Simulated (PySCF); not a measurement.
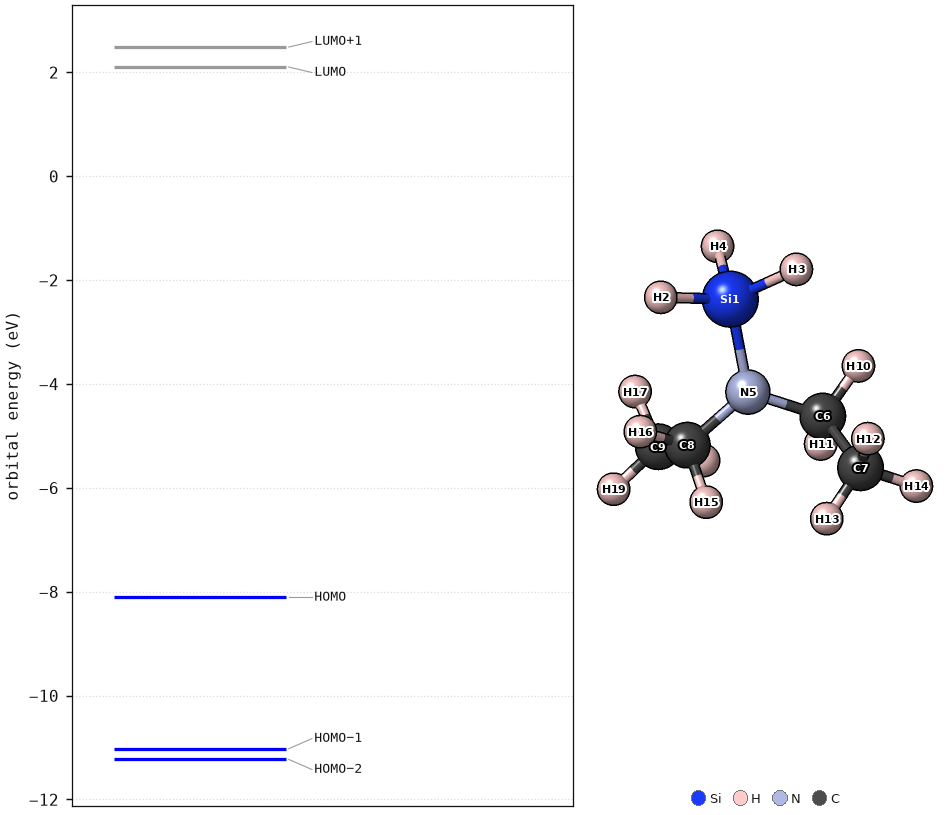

C₄H₁₃NSi. Kohn-Sham orbital energies near the frontier, ωB97X-D/def2-SVPD in PySCF, at a PBE0-D3(BJ)/def2-SVP geometry (no frequency check), isolated molecule; empty levels in grey, levels within 0.03 eV side by side.

### Where do the frontier orbitals lie?

HOMO at −8.11 eV, LUMO at 2.10 eV, 10.21 eV apart.

### How far below the HOMO does the next level lie?

2.91 eV.

### List the levels with the atoms that carry most of them (a dash for levels above zero or within 0.03 eV of another, where shares mean little).

```
orbital  energy (eV)                      Löwdin shares
 LUMO+1         2.49                                  –
   LUMO         2.10                                  –
   HOMO        −8.11           N5 53 %, Si1 8 %, C6 7 %
 HOMO−1       −11.02          N5 16 %, C8 12 %, C6 12 %
 HOMO−2       −11.23  Si1 31 %, H2 25 %, H4/H3 7 % each
```

Known limits of this run: one conformer of a flexible molecule; empty levels above zero depend strongly on the basis.
